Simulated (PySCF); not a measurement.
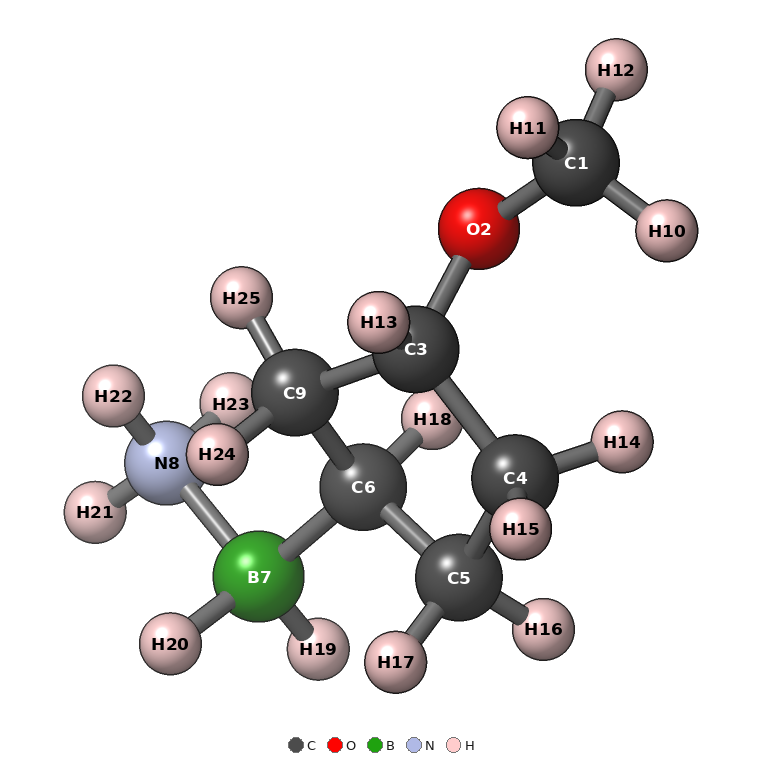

The geometry was computed by an optimisation with PBE0-D3(BJ)/def2-SVP. No frequency run is at hand to confirm it as a minimum. Method: GIAO PBE0/pcSseg-1 NMR shielding, non-relativistic, gas phase (PySCF 2.14.0), and the same with a continuum solvent (IEF-PCM, Bondi radii x 1.2, gas-phase geometry).

How do dipole (D), HOMO–LUMO gap (eV), σ(O2) (ppm), σ(H20) (ppm), σ(H19) (ppm) change in cyclohexane (ε = 2.0), acetonitrile (ε = 35.7)?

| medium | dipole (D) | HOMO–LUMO gap (eV) | σ(O2) (ppm) | σ(H20) (ppm) | σ(H19) (ppm) |
| --- | --- | --- | --- | --- | --- |
| gas phase | 4.26 | 7.13 | 280.7 | 29.35 | 28.84 |
| cyclohexane | 4.67 | 7.67 | 282.8 | 29.58 | 29.07 |
| acetonitrile | 5.31 | 8.34 | 285.9 | 29.91 | 29.40 |
